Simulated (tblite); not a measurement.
Energy and gradient calculation of BSiH5F

BSiH5F, multiplicity 2, computed with GFN1-xTB, R-SCC (tblite 0.8.0).

The geometry comes from this level: GFN2-xTB.

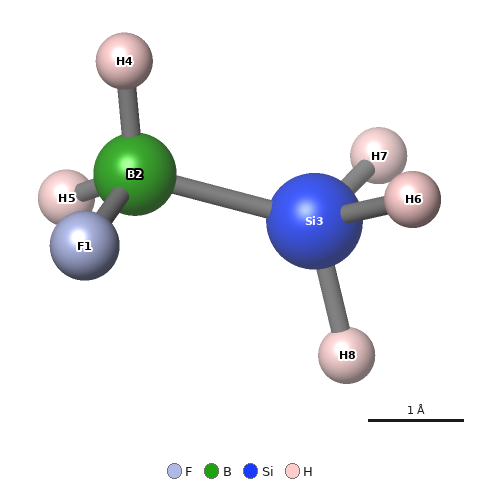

Figure 1. The structure (ball-and-stick view, seen at a tilt; atoms are numbered from 1 in the order of the input). Bond lengths as drawn: B–F 1.46 Å, B–H 1.23 Å, B–Si 1.98 Å and H–Si 1.49 to 1.50 Å.

The input (calc.py)
```python
import json
import numpy as np
from tblite.interface import Calculator

symbols = ["F", "B", "Si", "H", "H", "H", "H", "H"]
numbers = np.array([9, 5, 14, 1, 1, 1, 1, 1])
positions = np.array([  # bohr
    [-3.661307, 0.768325, -1.249033],
    [-0.943899, 0.629260, -1.703399],
    [0.859447, -0.518616, 1.378593],
    [-0.263692, 2.748191, -2.356394],
    [-0.633550, -0.835278, -3.475868],
    [0.706531, 1.017712, 3.739730],
    [3.670528, -0.761503, 1.189942],
    [0.265922, -3.048109, 2.476410],
])

tb = Calculator("GFN1-xTB", numbers, positions, charge=0, uhf=1)
tb.set("accuracy", 0.1)
sp = tb.singlepoint()

print(f"Total energy: {sp.get('energy') * 27.211386:.8f} eV")
eps = np.atleast_2d(sp.get("orbital-energies")) * 27.211386
occ = np.atleast_2d(sp.get("orbital-occupations"))
filled = occ.sum(axis=0) if eps.shape[0] == 1 else occ[0]
homo = np.nonzero(filled > 0.5)[0].max()
print("  MO   occupation   energy/eV")
for i in range(max(0, homo - 4), min(eps.shape[1], homo + 5)):
    print(f"{i + 1:4d} {filled[i]:10.4f} {eps[0, i]:12.4f}")
mu = sp.get("dipole") * 2.541746
print(f"dipole: {np.linalg.norm(mu):.4f} D, components " + " ".join(f"{c:.4f}" for c in mu))
q = sp.get("charges")
g = sp.get("gradient")
print("atom     charge      dE/dx        dE/dy        dE/dz   (Eh/bohr)")
for i, s in enumerate(symbols):
    print(f"{s:<2}{i + 1:<3} {q[i]:9.4f} {g[i, 0]:12.7f} {g[i, 1]:12.7f} {g[i, 2]:12.7f}")
print(f"gradient norm {np.linalg.norm(g):.6f} Eh/bohr")
out = {k: np.asarray(sp.get(k)).tolist() for k in ("energy", "gradient", "charges", "dipole", "orbital-energies", "orbital-occupations")}
out.update(symbols=symbols, positions=(positions * 0.529177210903).tolist())
json.dump(out, open("results.json", "w"))
```

Run on 1 thread of Intel Xeon @ 2.90GHz (Ice Lake), 16 GiB of memory available, shared host.

Launch command:
```bash
python calc.py
```

Log
```
------------------------------------------------------------
  cycle        total energy    energy error   density error
------------------------------------------------------------
      1     -10.97857016439  -1.1033395E+01   4.2940405E-01
      2     -11.03792006228  -5.9349898E-02   2.4855777E-01
      3     -11.03687712817   1.0429341E-03   7.7430678E-02
      4     -11.03756840245  -6.9127428E-04   3.4935058E-02
      5     -11.04015193492  -2.5835325E-03   3.4546966E-03
      6     -11.04016277720  -1.0842276E-05   1.3038817E-03
      7     -11.04016588877  -3.1115702E-06   3.5047916E-04
      8     -11.04016617781  -2.8904345E-07   6.2839386E-05
      9     -11.04016616890   8.9090921E-09   8.2782879E-05
     10     -11.04016617875  -9.8507869E-09   3.6989772E-05
     11     -11.04016618107  -2.3199220E-09   1.2292739E-06
------------------------------------------------------------

 total:                                   0.003 sec
Total energy: -300.41822346 eV
  MO   occupation   energy/eV
   6     2.0000     -13.8402
   7     2.0000     -13.0114
   8     2.0000     -13.0014
   9     2.0000     -12.2086
  10     1.0000     -11.3326
  11     0.0000      -5.6838
  12     0.0000      -5.3347
  13     0.0000      -5.0888
  14     0.0000      -3.9242
dipole: 1.6346 D, components 1.6179 -0.1000 -0.2106
atom     charge      dE/dx        dE/dy        dE/dz   (Eh/bohr)
F 1     -0.3198   -0.0272514    0.0040582   -0.0039536
B 2      0.2864    0.0344473   -0.0124664    0.0288475
Si3      0.3025   -0.0202995    0.0120899   -0.0320985
H 4     -0.0436   -0.0040215    0.0009898   -0.0127732
H 5     -0.0438   -0.0033468    0.0070602   -0.0109817
H 6     -0.0557    0.0057302   -0.0027789    0.0112803
H 7     -0.0707    0.0093313   -0.0038117    0.0091723
H 8     -0.0554    0.0054104   -0.0051411    0.0105067
gradient norm 0.073614 Eh/bohr
```

Summary

```json
{"quantity": "outcome", "value": "converged"}
{"quantity": "total energy", "value": "−11.040166 hartree"}
{"quantity": "basis functions", "value": "27"}
{"quantity": "largest force", "value": "2.398 eV/Å"}
{"quantity": "dipole moment", "value": "1.63 D"}
{"quantity": "peak memory", "value": "0.067 GiB"}
```

Notes

The record of the run, not the program, notes: no spin polarisation.
